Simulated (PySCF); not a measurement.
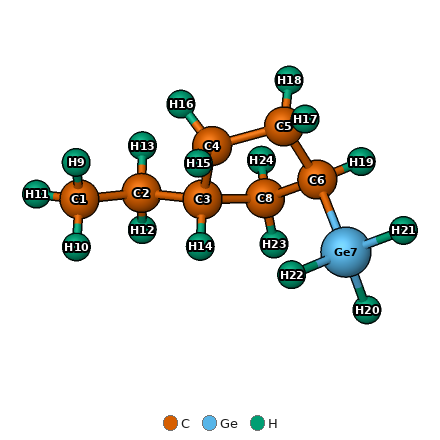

C₇H₁₆Ge, SMILES CC[C@@H]1CC[C@@H]([GeH3])C1, singlet. Vertical core-electron binding energies by ΔSCF (SCAN, pcX-2 on the ionised atom, pcseg-1 elsewhere, spin-free X2C; PySCF 2.14.0, at a PBE0-D3(BJ)/def2-SVP geometry (no frequency check)), gas phase, against the vacuum level. One atom of each kind was ionised; within a panel, areas follow the number of like atoms, Gaussians of 1.0 eV full width. Only the regions named are shown. Lines closer than the width merge in the curve.

Predict the C 1s photoelectron lines.

Answer.
```tsv
level	atoms	binding energy (eV)
C 1s	C1	290.4
C 1s	C2	290.3
C 1s	C5	290.3
C 1s	C8	290.2
C 1s	C4	290.2
C 1s	C3	290.2
C 1s	C6	290.0
```

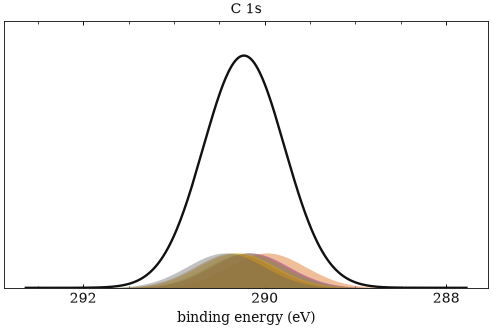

Note: one conformer of a flexible molecule.
